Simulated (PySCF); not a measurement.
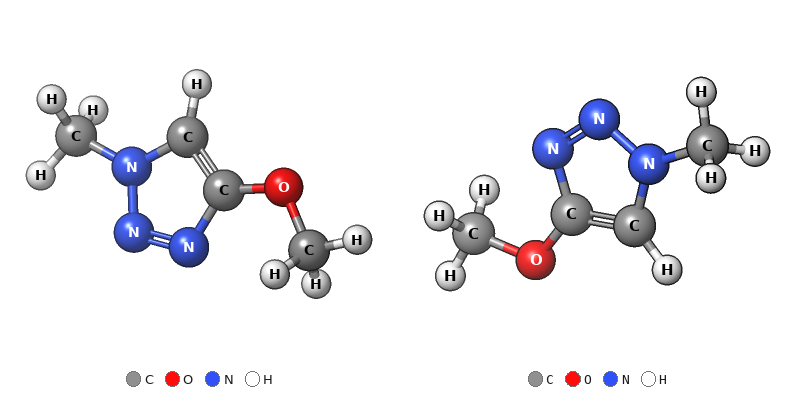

Two views of one molecule.

Computed geometry: GFN2-xTB optimisation. No frequency run is at hand to confirm it as a minimum.

What does the picture show?

It has 15 atoms: 4 carbon, 7 hydrogen, 3 nitrogen and 1 oxygen (C4H7N3O). Its SMILES string is `COc1cn(C)nn1`. Independent rings (smallest set): 1 of 5 members, 1 of them aromatic. Among its groups: ether. Coordination: 2 C tetrahedral; 1 O bent; 2 C trigonal planar; 1 N trigonal planar; 2 N bent.

The parts below concern this one geometry. Atoms keep their numbers from picture to picture.

**Shape**

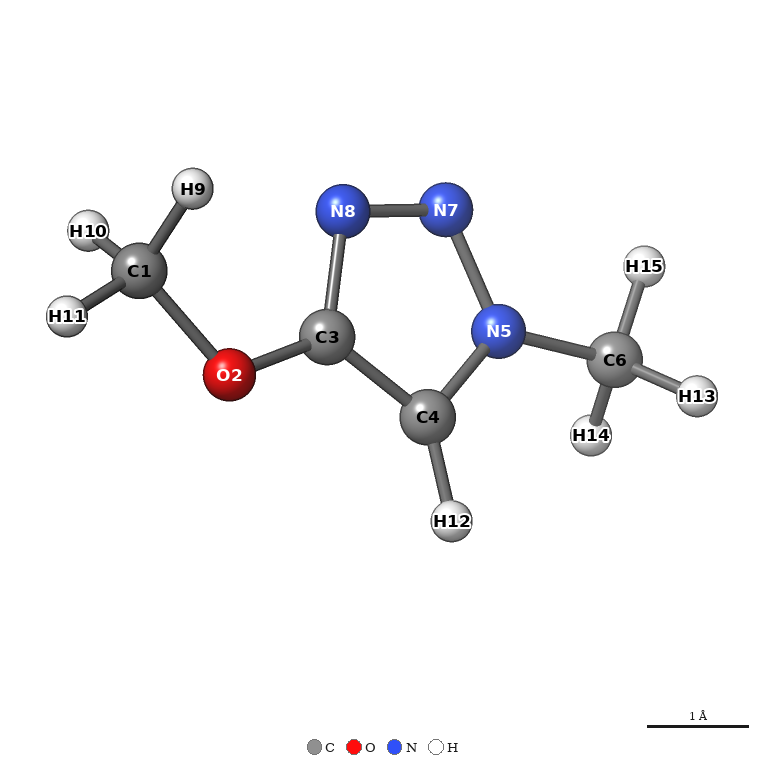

Atoms carry their numbers in the input. No frequency run is at hand to confirm it as a minimum.

Give these bond angles: C1–O2–C3, O2–C1–H9, O2–C3–C4, O2–C3–N8, C3–C4–N5, C3–C4–H12, C4–C3–N8, C4–N5–C6, N5–C4–H12, N5–C6–H15, N5–N7–N8, C6–N5–N7.

| angle | degrees |
| --- | --- |
| C1–O2–C3 | 114.5 |
| O2–C1–H9 | 110.8 |
| O2–C3–C4 | 127.1 |
| O2–C3–N8 | 124.7 |
| C3–C4–N5 | 103.6 |
| C3–C4–H12 | 132.5 |
| C4–C3–N8 | 108.2 |
| C4–N5–C6 | 128.1 |
| N5–C4–H12 | 123.9 |
| N5–C6–H15 | 107.5 |
| N5–N7–N8 | 109.1 |
| C6–N5–N7 | 121.5 |

**Spin–spin coupling**

No frequency run is at hand to confirm it as a minimum. Properties computed with B3LYP/pcJ-1 indirect spin-spin coupling, non-relativistic, gas phase (PySCF 2.14.0). Isotopes: 13C, 1H, 15N, 17O.

Give the spin–spin coupling constants of these pairs, with the number of bonds between them: C3/N8, C4/N5, C3/N7, C4/N7, N5/H13, N5/H12, N7/H15.

```tsv
pair	bonds apart	J (Hz)
C3, N8	1	4.8
C4, N5	1	−18.0
C3, N7	2	4.0
C4, N7	2	−0.8
N5, H13	2	0.9
N5, H12	2	−5.5
N7, H15	3	−2.0
```

**Electronic properties**

No frequency run is at hand to confirm it as a minimum. Properties computed with B3LYP/pcJ-1, gas phase (PySCF 2.14.0).

Estimate the HOMO energy (Kohn–Sham orbital).

−6.29 eV.

Give the dipole moment at this level.

2.97 D.

Give the HOMO–LUMO gap at this level.

6.08 eV.

**Quadrupole coupling**

No frequency run is at hand to confirm it as a minimum. Electric field gradients from the ground-state density, B3LYP/pcJ-1 (PySCF 2.14.0), non-relativistic apart from any core potentials.

Give the largest field-gradient component, the quadrupole coupling constant and the asymmetry for 17O at O2 (Q = −25.6 mb), 14N at N5 (Q = 20.44 mb), 14N at N7 (Q = 20.44 mb), 14N at N8 (Q = 20.44 mb), 2H at H9 (Q = 2.86 mb), 2H at H10 (Q = 2.86 mb), 2H at H11 (Q = 2.86 mb), 2H at H12 (Q = 2.86 mb).

```tsv
atom	V_zz (a.u.)	e²qQ/h (MHz)	η
O2	1.915	−11.52	0.78
N5	−0.607	−2.91	0.34
N7	−0.983	−4.72	0.74
N8	−0.990	−4.75	0.34
H9	0.284	0.191	0.11
H10	0.284	0.191	0.11
H11	0.296	0.199	0.08
H12	0.343	0.230	0.12
```
